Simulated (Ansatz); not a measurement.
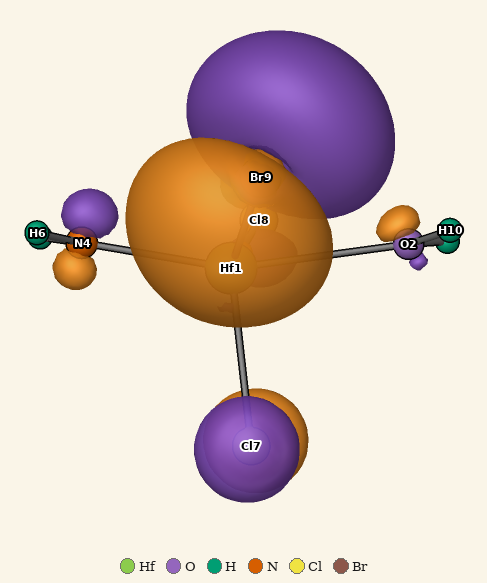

BrCl2H4HfNO. The HOMO−1 at ±0.08 Å⁻³ᐟ² (orange and purple are the two phases), seen from one side.

Core potentials replace the inner electrons of Hf.

Theory: Ansatz 0.2.0, RHF/def2-SVP.

```xyz
10

Hf    0.5535    0.4283    0.1394
O    -0.6307    0.4320    2.2040
H    -1.1712   -0.2849    2.5127
N     1.9603    0.1086   -1.2652
H     2.0696   -0.7387   -1.7957
H     2.6735    0.7626   -1.5398
Cl   -1.2473    1.5545   -0.9649
Cl    0.0429   -1.9215    0.4398
Br    1.9536    2.1325    1.5081
H    -0.5750    1.1079    2.8682
```

Describe this orbital and give its energy.

Answer. It lies mainly on Br9 (about 85 %); largely a lone pair of Br9. Its energy is −11.28 eV.
